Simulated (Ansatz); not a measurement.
# C₃H₄OSi: what the fields show

```
atom    x (Å)    y (Å)    z (Å)
   C   0.4958   2.2995  -0.4264
   C   0.6681   1.1092  -0.4668
   C   0.7436  -0.3361  -0.4337
   O   1.6472  -0.9528  -0.9533
  Si  -0.6953  -1.2275   0.4971
   H   0.3695   3.3574  -0.4068
   H  -0.4577  -2.6868   0.4196
   H  -1.9775  -0.8532  -0.1520
   H  -0.7052  -0.7558   1.9052
```

Geometry: PBE0-D4/def2-TZVP.

These are results of RKS PBE0-D4/def2-TZVPP in Ansatz, not measurements.

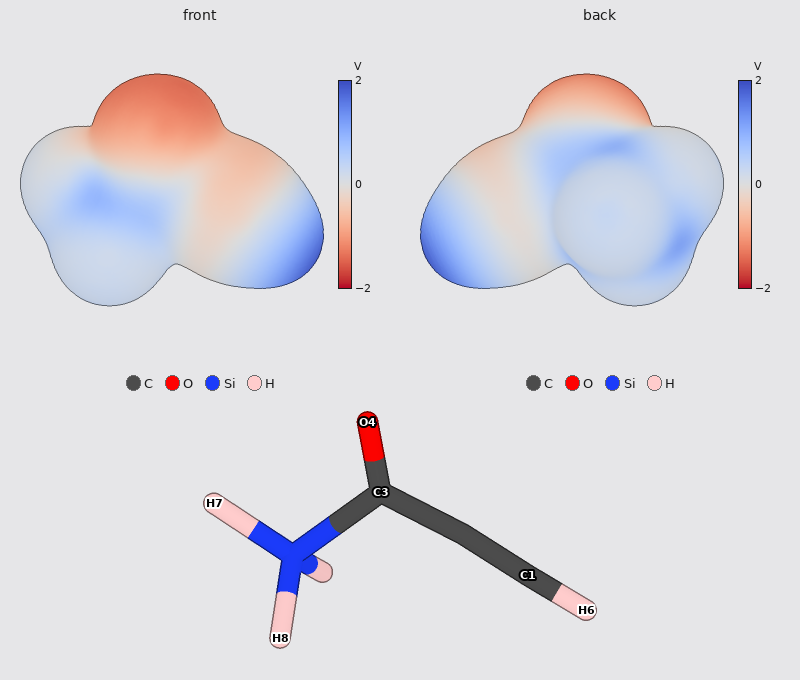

Figure 1. The electrostatic potential painted on the density surface at 0.001 e/bohr³, seen from the front and from behind; the colour scale runs from red (negative) to blue (positive). The bare structure is drawn below in the same view.

**Where is the surface potential most negative and most positive?**

The most negative region (about −1.3 V) lies over O4, the most positive (about +1.8 V) over H6. O4 is the likeliest acceptor of a hydrogen bond.

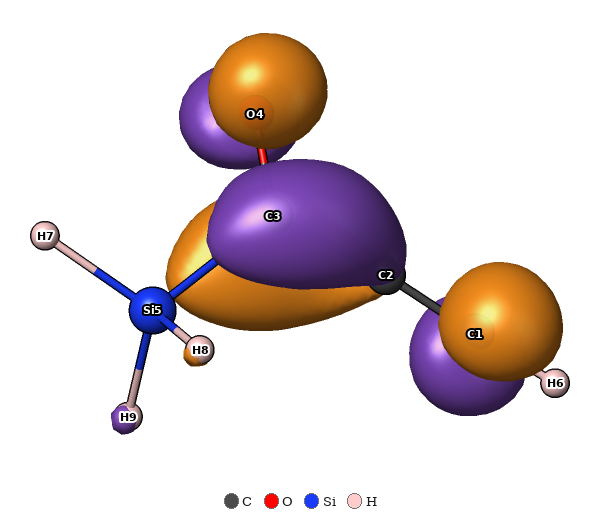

Figure 2. The LUMO at ±0.15 Å⁻³ᐟ² (orange and purple are the two phases), seen at a tilt.

**Describe this orbital and give its energy.**

Its weight (Hirshfeld) is mainly on C3 (about 30 %), O4 (about 25 %), C1 (about 20 %) and C2 (about 10 %). Its energy is −2.33 eV.

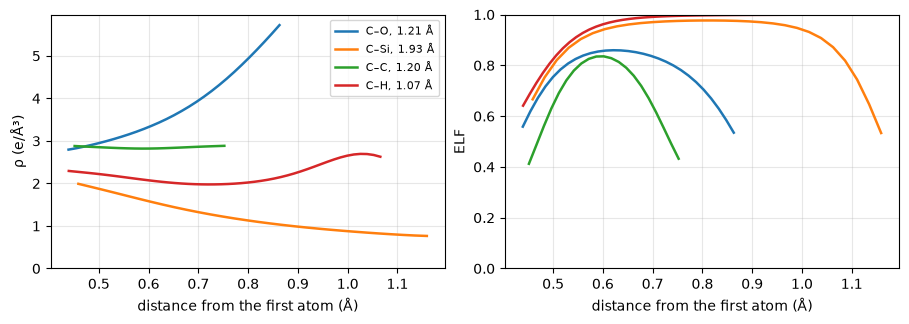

Figure 3. Electron density and electron localisation function along straight lines between neighbouring atoms. The curves leave out the atomic cores.

**Compare the contacts.**

C–O (1.21 Å): the density is about 3.4 e/Å³ at the midpoint; the ELF peaks at about 0.85 between the atoms (a multiple bond).
C–Si (1.93 Å): ρ is about 0.91 e/Å³ halfway; the ELF peaks at about 1 between the atoms: a covalent bond.
C–C (1.20 Å): the density is about 2.8 e/Å³ at the midpoint; the ELF peaks at about 0.85 between the atoms (a multiple bond).
C–H (1.07 Å): the density is about 2.2 e/Å³ at the midpoint; the ELF climbs to about 1 towards the hydrogen, as it does in any bond to H; an ordinary covalent bond to hydrogen.
